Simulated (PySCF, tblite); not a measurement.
# C₇H₁₁O radical: geometry, infrared bands and EPR parameters

Aim: predict the infrared bands and EPR parameters of C₇H₁₁O radical (`C=CC[C@]1(C)C[CH]O1`).

Computed with tblite 0.8.0 and PySCF 2.14.0, with density-fitted response routines of our own, on a single molecule in the gas phase. Atoms are numbered from 0 throughout.

## (1) The molecule as given

19 atoms, charge 0, multiplicity 2; geometry from: force field or distance geometry start.

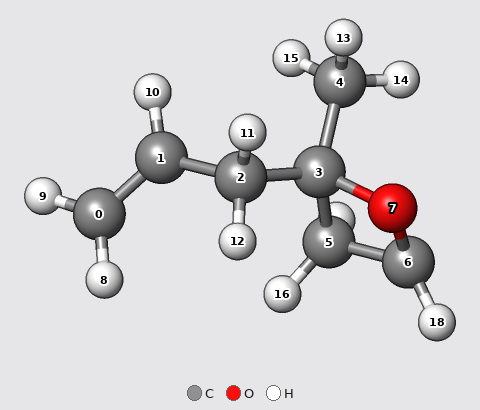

The starting geometry (carbon grey, oxygen red, hydrogen white), atoms numbered.

## (2) Relaxing the molecule with GFN2-xTB

What the job is given:

```
{"job": {"kind": "relax", "xc": "GFN2-xTB", "basis": "xTB"}, "charge": 0, "multiplicity": 2}
C      2.703800     0.573400     0.026400
C      1.764200    -0.383000    -0.065400
C      0.596900    -0.505700     0.872900
C     -0.726000    -0.249000     0.106200
C     -1.079400    -1.350000    -0.888000
C     -0.995900     1.187200    -0.335200
C     -2.176100     1.118300     0.510700
O     -1.811300    -0.092900     1.071900
H      2.645300     1.356800     0.778100
H      3.533600     0.596800    -0.653100
H      1.881500    -1.161000    -0.816000
H      0.582100    -1.505500     1.320900
H      0.680300     0.210500     1.710000
H     -1.044200    -2.339100    -0.430600
H     -2.088300    -1.198600    -1.302400
H     -0.384300    -1.346400    -1.727400
H     -0.271400     1.946200     0.001000
H     -1.214300     1.322200    -1.393400
H     -2.606400     1.829100     1.205900
```

Command:

```sh
$ OMP_NUM_THREADS=1 python probes_run.py task.json out
```

The driver reads the jobs from task.json and runs them one after another.

Output:

```text
step      E/eV     max force
  0    -667.60408    1.691
  1    -667.67864    1.177
  2    -667.70939    0.534
  3    -667.73016    0.286
  4    -667.74101    0.272
  5    -667.74683    0.228
  6    -667.75160    0.148
  7    -667.75428    0.117
  8    -667.75614    0.144
  9    -667.75780    0.138
 10    -667.75921    0.088
 11    -667.76019    0.064
 12    -667.76086    0.060
 13    -667.76135    0.068
 14    -667.76179    0.060
 15    -667.76228    0.063
 16    -667.76285    0.057
 17    -667.76337    0.048
 18    -667.76370    0.048
 19    -667.76390    0.054
 20    -667.76409    0.051
 21    -667.76431    0.043
 22    -667.76455    0.049
 23    -667.76477    0.041
 24    -667.76497    0.046
 25    -667.76518    0.046
 26    -667.76544    0.052
 27    -667.76573    0.048
 28    -667.76599    0.040
 29    -667.76621    0.036
 30    -667.76639    0.030
 31    -667.76654    0.028
 32    -667.76666    0.026
 33    -667.76676    0.025
 34    -667.76684    0.022
 35    -667.76692    0.023
 36    -667.76700    0.021
 37    -667.76709    0.021
 38    -667.76718    0.021
 39    -667.76727    0.023
 40    -667.76735    0.021
 41    -667.76742    0.021
 42    -667.76749    0.017
 43    -667.76755    0.015
 44    -667.76760    0.014
 45    -667.76763    0.015
 46    -667.76766    0.014
 47    -667.76769    0.011
 48    -667.76771    0.009
```

Run time: 0.51 s. Hardware: 1 thread of Arm Neoverse N1, shared host.

Relaxation path: (not every step is listed)

```
step  energy from step 0 (eV)  largest force (eV/Å)
   0                   0.0000                1.6908
   1                  -0.0746                1.1766
   2                  -0.1053                0.5344
   3                  -0.1261                0.2864
   4                  -0.1369                0.2724
   5                  -0.1428                0.2275
   6                  -0.1475                0.1485
   7                  -0.1502                0.1171
   8                  -0.1521                0.1440
  11                  -0.1561                0.0636
  14                  -0.1577                0.0600
  17                  -0.1593                0.0476
  20                  -0.1600                0.0514
  23                  -0.1607                0.0406
  26                  -0.1614                0.0518
  29                  -0.1621                0.0359
  32                  -0.1626                0.0260
  35                  -0.1628                0.0226
  38                  -0.1631                0.0213
  41                  -0.1633                0.0206
  43                  -0.1635                0.0147
  44                  -0.1635                0.0145
  45                  -0.1636                0.0153
  46                  -0.1636                0.0139
  47                  -0.1636                0.0108
  48                  -0.1636                0.0094
```

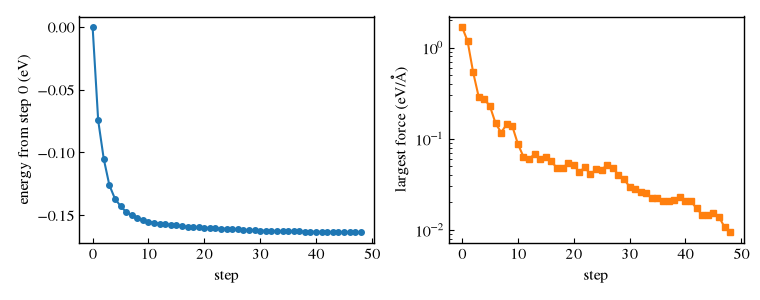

Energy and largest force along the relaxation.

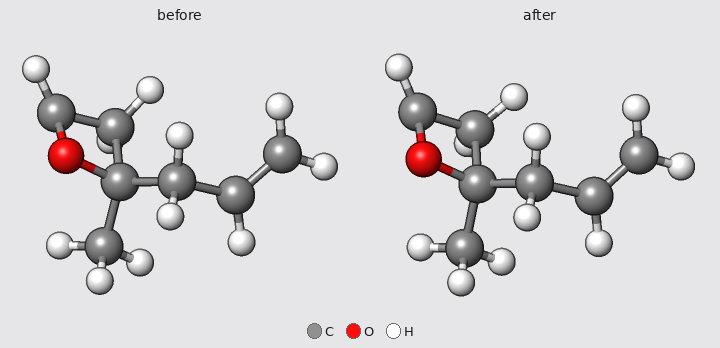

Before and after, at one scale.

Close pairs (by a distance rule), those that changed most:

```
  bond  before (Å)  after (Å)  change (Å)
 C5–C6       1.454      1.491      +0.038
 C0–C1       1.344      1.320      -0.024
 C2–C3       1.550      1.533      -0.017
 C3–C5       1.527      1.543      +0.017
C4–H14       1.101      1.088      -0.014
C2–H12       1.105      1.092      -0.013
 C3–O7       1.461      1.450      -0.012
C6–H18       1.083      1.074      -0.009
```

The end geometry stands in the next job.

## (3) Harmonic vibrations with GFN2-xTB

What the job is given:

```
{"job": {"kind": "ir", "xc": "GFN2-xTB", "basis": "xTB"}, "charge": 0, "multiplicity": 2}
C      2.650106     0.578043     0.032706
C      1.751582    -0.386142    -0.038776
C      0.566973    -0.500636     0.865511
C     -0.753556    -0.272341     0.120518
C     -1.050113    -1.348649    -0.909061
C     -0.983164     1.177967    -0.355045
C     -2.119139     1.135529     0.610108
O     -1.838882    -0.139697     1.072112
H      2.590788     1.357572     0.774925
H      3.489913     0.625169    -0.639407
H      1.844713    -1.158482    -0.790172
H      0.533145    -1.496936     1.313787
H      0.635387     0.232639     1.672142
H     -0.998285    -2.333488    -0.450379
H     -2.051869    -1.203766    -1.306923
H     -0.334933    -1.292486    -1.725353
H     -0.169897     1.871786    -0.125231
H     -1.250175     1.289567    -1.406940
H     -2.522396     1.873603     1.278016
```

Output:

```text
mode    cm-1     km/mol
  1      52.3      0.56
  2      67.6      0.16
  3     151.6      0.22
  4     191.1      0.07
  5     222.4      2.29
  6     308.7      1.09
  7     340.8      1.19
  8     392.6      3.98
  9     433.9      2.03
 10     464.4      5.85
 11     529.5     30.55
 12     603.5      3.24
 13     728.9      1.14
 14     877.4      6.75
 15     889.6      4.10
 16     894.7     14.11
 17     909.2      8.96
 18     928.8      8.83
 19     964.4      1.42
 20     987.0      2.45
 21     997.9      8.85
 22    1024.0     16.05
 23    1037.4      3.32
 24    1067.4      6.06
 25    1111.6     43.26
 26    1137.0     11.70
 27    1180.6      8.82
 28    1216.1     24.08
 29    1237.4     41.49
 30    1252.1     32.41
 31    1275.5     10.00
 32    1287.1     30.88
 33    1312.7     14.23
 34    1396.3     10.11
 35    1415.0      3.37
 36    1448.8      2.79
 37    1474.1      3.78
 38    1477.5      0.74
 39    1492.1      3.24
 40    1715.8     15.86
 41    2917.0     27.09
 42    2964.6     16.28
 43    2965.6     39.00
 44    2985.1     24.02
 45    3036.1     23.38
 46    3042.4     23.73
 47    3044.0     12.87
 48    3064.1     37.10
 49    3097.7     22.18
 50    3105.0     54.61
 51    3125.8     51.15
```

Wall time 0.94 s (1 thread of Arm Neoverse N1, shared host).

Which atoms move in the most intense modes:

```
cm⁻¹  km/mol                       atoms
1112    43.3  C3 40 %, H15 19 %, C4 10 %
1237    41.5                     C3 59 %
1252    32.4  C6 41 %, O7 15 %, H18 11 %
1287    30.9           C3 44 %, H11 16 %
2966    39.0          H17 76 %, H16 11 %
3064    37.1                    H10 89 %
3105    54.6                    H18 92 %
3126    51.1            H9 67 %, H8 21 %
```

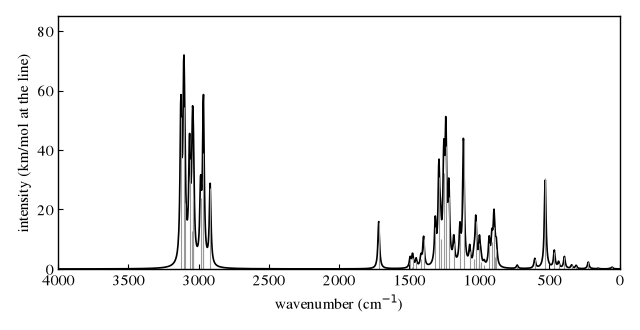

The infrared spectrum from these modes, unscaled. Lines are broadened to a width of 14 cm⁻¹ (Lorentzian).

## (4) g tensor and hyperfine couplings: B3LYP/pcH-1

The job, as its differences from that of step 3:

```diff
@@ -1,2 +1,2 @@
-{"job": {"kind": "ir", "xc": "GFN2-xTB", "basis": "xTB"}, "charge": 0, "multiplicity": 2}
+{"job": {"kind": "epr", "basis": "pcH-1"}, "charge": 0, "multiplicity": 2}
 C      2.650106     0.578043     0.032706
```

Method: UKS B3LYP, pcH-1 on C H O, non-relativistic, mean-field spin-orbit, GIAO.

Output:

```text
UKS, coarse grid
  cycle   1  E = -348.40330842  |g| = 4.98e-01
  cycle   2  E = -348.28160759  |g| = 7.68e-01
  cycle   3  E = -348.49968862  |g| = 1.40e-01
  cycle   4  E = -348.50703337  |g| = 3.35e-02
  cycle   5  E = -348.50754033  |g| = 6.68e-03
  cycle   6  E = -348.50756032  |g| = 3.23e-03
  cycle   7  E = -348.50756612  |g| = 9.44e-04
UKS, final grid
  cycle   1  E = -348.50752310  |g| = 1.16e-03
  cycle   2  E = -348.50752212  |g| = 1.91e-03
  cycle   3  E = -348.50752375  |g| = 2.20e-04
  cycle   4  E = -348.50752377  |g| = 7.63e-05
  cycle   5  E = -348.50752377  |g| = 3.62e-05
  cycle   6  E = -348.50752378  |g| = 8.47e-06
E = -348.50752378 Eh   <S^2> = 0.7534 (exact 0.7500)
g shifts (ppm)      1          2          3
  rmc          -194       -194       -194
  gc             -6          6         24
  oz_so         -28       1516       2569
  total        -228       1328       2399
hyperfine (MHz)  atom isotope    a_iso     a_fc   dipolar eigenvalues
    0   13C       0.80       0.80     -0.20     -0.12      0.32
    1   13C      -0.02      -0.02     -0.47      0.21      0.26
    2   13C       9.15       9.15     -0.94     -0.77      1.71
    3   13C       0.49       0.49     -1.63     -1.44      3.07
    4   13C       0.03       0.03     -0.64     -0.37      1.01
    5   13C     -18.28     -18.28     -3.18     -0.77      3.95
    6   13C     187.36     187.36    -73.88    -72.66    146.54
    7   17O     -27.83     -27.83    -72.77     34.86     37.91
    8    1H       0.38       0.38     -0.81     -0.65      1.46
    9    1H       0.34       0.34     -0.43     -0.39      0.82
   10    1H      -0.16      -0.16     -0.72     -0.64      1.36
   11    1H      -0.64      -0.64     -1.82     -1.48      3.29
   12    1H       0.26       0.26     -2.48     -2.11      4.58
   13    1H       0.09       0.09     -1.57     -1.55      3.12
   14    1H      -0.28      -0.28     -3.06     -2.45      5.51
   15    1H      -0.93      -0.93     -1.38     -1.21      2.60
   16    1H      81.15      81.15     -4.37     -2.72      7.09
   17    1H      75.36      75.36     -5.26     -4.50      9.76
   18    1H     -13.57     -13.57    -33.62     -1.97     35.58
```

Run time: 2.3 min. Hardware: 1 thread of Arm Neoverse N1, shared host; peak memory 1.1 GiB.

Principal g values 2.00209, 2.00365, 2.00472; g(iso) = 2.00349, against 2.00232 for a free electron.

Mean a(iso) over the nuclei that a row names, and the largest dipolar term of the row (other rows stand at the frozen geometry):

```
       nuclei  isotope  a(iso) (MHz)  a(iso) (G, at g = 2.0023)  largest dipolar term (MHz)
           C6      13C         187.4                       66.9                       146.5
          H16       1H          81.1                       29.0                         7.1
          H17       1H          75.4                       26.9                         9.8
           O7      17O         -27.8                       -9.9                       -72.8
           C5      13C         -18.3                       -6.5                         3.9
          H18       1H         -13.6                       -4.8                        35.6
           C2      13C           9.2                        3.3                         1.7
           C0      13C           0.8                        0.3                         0.3
          H11       1H          -0.6                       -0.2                         3.3
           C3      13C           0.5                        0.2                         3.1
           H8       1H           0.4                        0.1                         1.5
H13, H14, H15       1H          -0.4                       -0.1                         5.5
           H9       1H           0.3                        0.1                         0.8
          H12       1H           0.3                        0.1                         4.6
```

Mulliken spin populations:

C0 0.00; C1 0.00; C2 0.01; C3 -0.01; C4 0.00; C5 -0.06; C6 0.86; O7 0.15; H8 0.00; H9 0.00; H10 0.00; H11 0.00; H12 0.00; H13 0.00; H14 0.00; H15 0.00; H16 0.04; H17 0.03; H18 -0.02

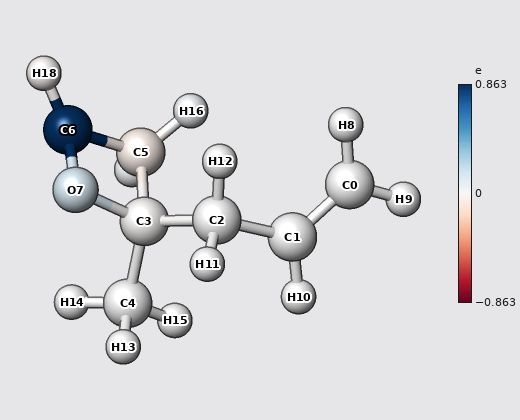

Mulliken spin populations, as colours on the atoms.

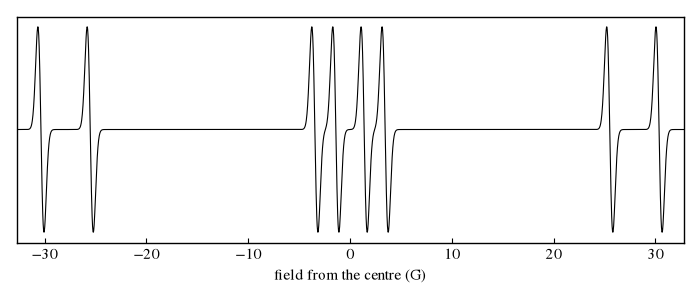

First-order isotropic spectrum (first derivative, main isotopes with spin only, couplings over 0.8 MHz, Gaussian width 0.3 G; couplings of the frozen geometry, rotation of groups not averaged beyond the rows shown).

Orbitals, density, ELF and potential are computed afterwards from the orbital file.

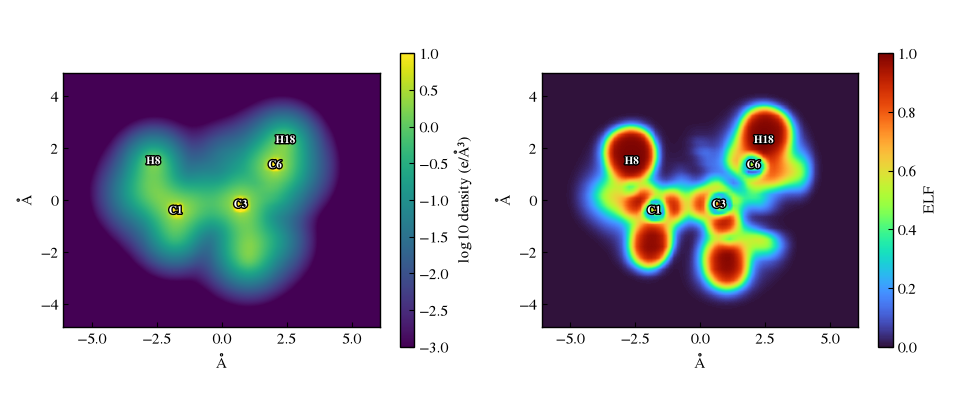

Density (left) and ELF (right) in a plane through or near 5 of the atoms.

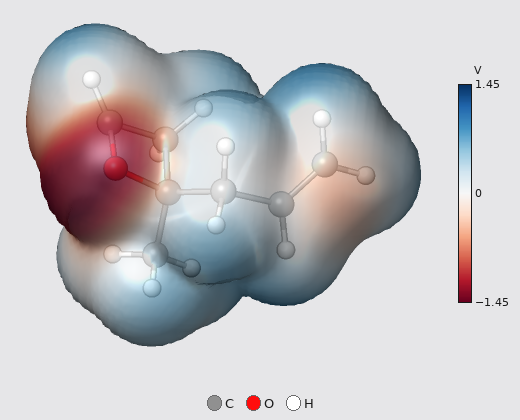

The potential that a unit positive charge feels on the 0.002 e/bohr³ surface, from -1.45 V near O7 to 0.87 V near H10.

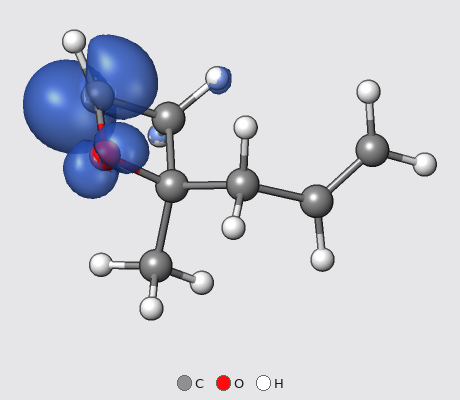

Spin density at ±0.05 e/Å³ (alpha excess blue, beta excess red).

## (5) Outcome

| quantity | value |
| --- | --- |
| strongest single infrared mode (GFN2-xTB) | 3105 cm⁻¹, 55 km/mol |
| zero-point energy (GFN2-xTB) | 99.8 kcal/mol |
| g(iso) (B3LYP) | 2.00349 |
| ⟨S²⟩ | 0.753 (exact 0.75) |
| largest a(iso) (averaged by class) | 13C on C6, 187.4 MHz |
| surface potential, least and greatest | -1.45 V and 0.87 V |

In words: Relaxing lowered the energy by 0.164 eV in 48 steps; the close pair that moved most is C5–C6, from 1.454 to 1.491 Å. All 51 modes are real, so the xTB geometry is a minimum. The strongest single mode, at 3105 cm⁻¹, moves mainly H18. GFN2-xTB is a fitted tight-binding method: band positions and strengths are rough. Its intensities can rank the bands wrongly. C6 carries the largest spin population, 0.86 e. The isotropic g lies 1.2 ppt above the free-electron value.
